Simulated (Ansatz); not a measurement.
C$_{3}$H$_{3}$ (SMILES c1c[cH+]1) (charge +1)

Input file:

```
crystal:
  periodic: [false, false, false]
  atoms:
    - {symbol: C, position_ang: [0.165952, 0.734454, 0.573455]}
    - {symbol: C, position_ang: [0.962421, -0.341223, 0.311353]}
    - {symbol: C, position_ang: [-0.292026, -0.527661, 0.813094]}
    - {symbol: H, position_ang: [-1.084780, -1.198832, 1.156342]}
    - {symbol: H, position_ang: [1.912295, -0.752711, -0.042429]}
    - {symbol: H, position_ang: [0.009117, 1.817062, 0.583884]}
basis:
  gaussian:
    orbitals: def2-TZVPD
total_charge: 1
output: {forces: true, orbitals: {seedname: orbitals}}
hamiltonian:
  xc: {name: PBE0}
```

Command:

```sh
ansatz run input.yaml --threads 1 --pin off --max-ram 2610MiB --events-out events.jsonl --progress --plain --runs-dir runs
```

Geometry: PBE0-D3(BJ)/def2-SVP.

The calculation used isolated molecule in a Gaussian basis; Kohn-Sham density functional theory, functional PBE0 in Ansatz 0.2.0.

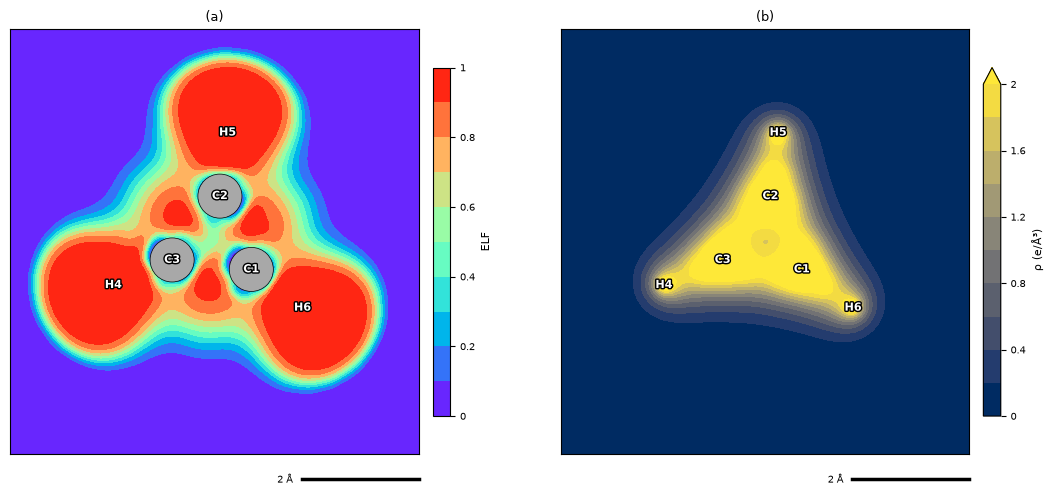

Figure 1. (a) electron localisation function; (b) electron density on the molecular plane. Grey discs cover the atomic cores in the ELF map.

**Read the bonding off the picture.**

- The section cuts through C and H sites.
- C–C (1.36 Å): the density is about 2.1 e/Å³ at the midpoint; the ELF peaks at about 0.85 between the atoms: localised, covalent bonding.
- C–H (1.09 Å): ρ at the midpoint is about 2.1 e/Å³; the ELF climbs to about 1 towards the hydrogen, as it does in any bond to H: an ordinary covalent bond to hydrogen.

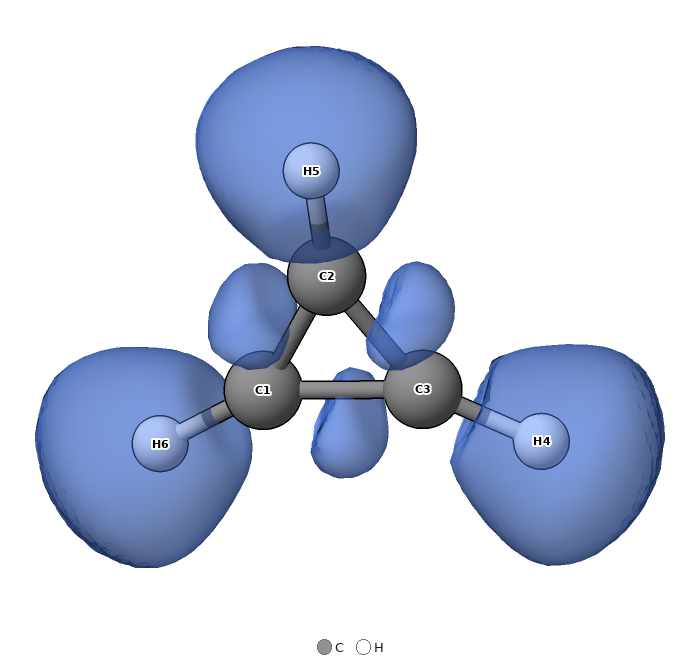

Figure 2. Isosurface of the ELF at 0.85 (blue), seen at an oblique angle. Core shells and regions of very low density are left out.

**Where are the electrons localised?**

The ELF exceeds this value in three regions between bonded C–C atoms (shared pairs) and three regions around hydrogen nuclei.

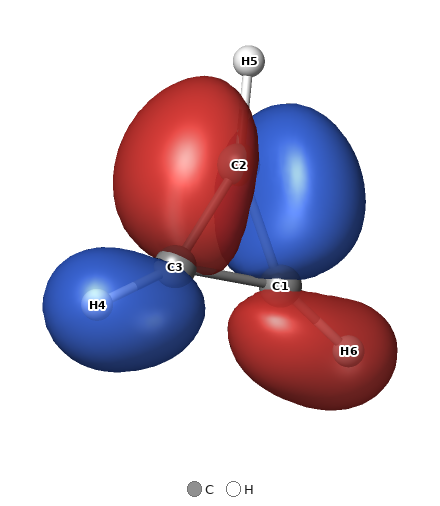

Figure 3. The HOMO at ±0.15 Å⁻³ᐟ² (blue and red are the two phases), seen at an oblique angle.

**Describe this orbital and give its energy.**

Its weight (Hirshfeld) is mainly on C2 (about 35 %), C1 (about 25 %) and C3 (about 25 %); it is symmetric in the molecular plane (an in-plane orbital: σ, lone-pair or in-plane π type). It is one of a degenerate set, so its orientation is arbitrary. Its energy is −17.66 eV.

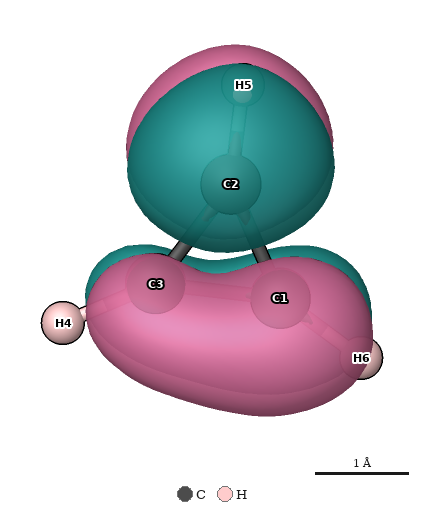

Figure 4. The LUMO at ±0.1 Å⁻³ᐟ² (teal and pink are the two phases), seen at a tilt.

**Describe this orbital and give its energy.**

Its weight (Hirshfeld) is mainly on C2 (about 50 %), C1 (about 25 %) and C3 (about 15 %); it changes sign across the molecular plane (π type); π-bonding across C1–C3; π-antibonding (a node) across C1–C2 and C2–C3. It is one of a degenerate set, so its orientation is arbitrary. Its energy is −7.82 eV.
